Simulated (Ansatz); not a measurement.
**ClFGeH2···H2O: density, localisation and related maps**

The calculation's input:

```
crystal:
  periodic: [false, false, false]
  atoms:
    - { symbol: Ge, position_ang: [0.0, 0.0, 0.0] }
    - { symbol: O, position_ang: [0.0, 0.0, 2.12] }
    - { symbol: H, position_ang: [-0.9095, -0.2814, 2.4571] }
    - { symbol: H, position_ang: [1.4616, 0.0, -0.5162] }
    - { symbol: H, position_ang: [-0.73, 1.2648, -0.5162] }
    - { symbol: Cl, position_ang: [-1.0456, -1.8115, -0.7393] }
    - { symbol: F, position_ang: [0.7368, -1.7285, 0.6243] }
    - { symbol: H, position_ang: [0.4901, -1.1498, 1.6998] }
basis:
  gaussian: { orbitals: def2-SVP }
hamiltonian:
  xc: b3lyp
relax:
  f_tol: 0.15
  max_steps: 25
  restrain:
    - { distance: [0, 6], at: 1.68, k: 30.0 }
    - { distance: [7, 1], at: 1.01, k: 30.0 }
    - { distance: [0, 1], at: 2.97, k: 30.0 }
    - { distance: [7, 6], at: 2.12, k: 30.0 }
output:
  orbitals: {}
```

Run with:

```sh
ansatz run input.yaml --threads 2 --pin off --max-ram 3072MiB --backend cpu --events-out ev --progress --plain --runs-dir out
```

The fields are those of the run's last geometry, not of the input's.

Not at a stationary point (largest force 1.1 eV/Å).

All numbers below come from RKS B3LYP/def2-SVP in Ansatz 0.2.0.

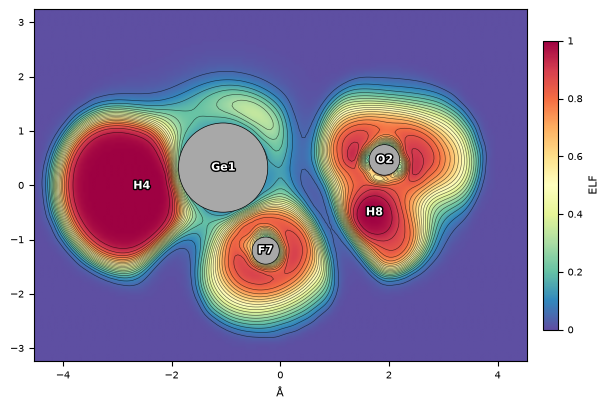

Figure 1. Electron localisation function on the plane of atoms H4, Ge1 and F7. Grey discs cover the atomic cores.

Q: What do the fields say about this system?

A:
- The plane passes through Ge, O, H and F nuclei.
- Ge1···O2 (2.97 Å): the ELF dips to about 0.05 between them.
- Ge–F (1.72 Å): the ELF peaks at about 0.80 in the valence shell of F, 0.5 Å from its nucleus, and is about 0.25 at the midpoint.
- O–H (0.99 Å): the ELF climbs to about 1 towards the hydrogen, as it does in any bond to H: a covalent bond by its length.
- Ge–H (1.54 Å): the ELF climbs to about 1 towards the hydrogen.
- The ELF also peaks beside F7 and O2, away from the bonds: lone-pair regions.

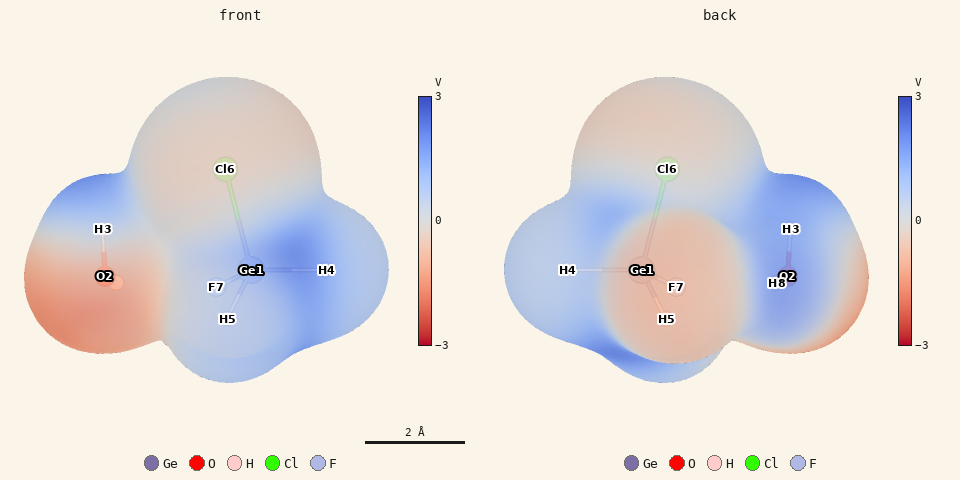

Figure 2. The molecular electrostatic potential painted on the density surface at 0.002 e/bohr³, seen from the front and from behind; red is negative and blue positive.

Q: Where is the surface potential most negative and most positive?

A: The most negative region (about −1.7 V) lies over O2, the most positive (about +2.0 V) over Ge1. O2 is the likeliest acceptor of a hydrogen bond.

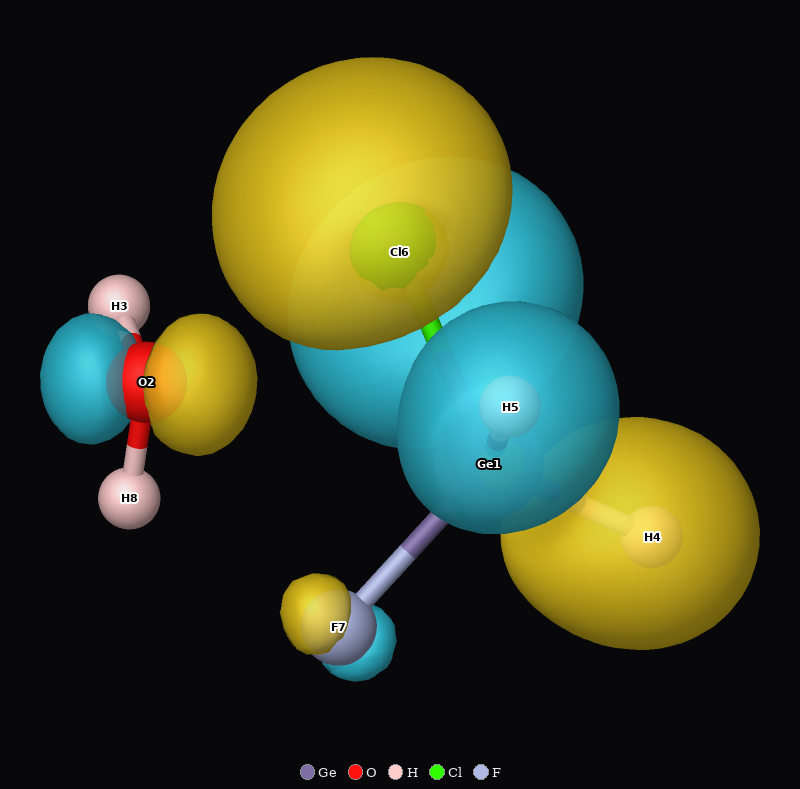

Figure 3. The HOMO−1 at ±0.1 Å⁻³ᐟ² (yellow and cyan are the two phases), seen at a tilt.

Q: What is the character of this orbital?

A: It lies mainly on Cl6 (about 65 %), Ge1 (about 10 %), H4 (about 10 %) and H5 (about 10 %). Its energy is −8.68 eV.
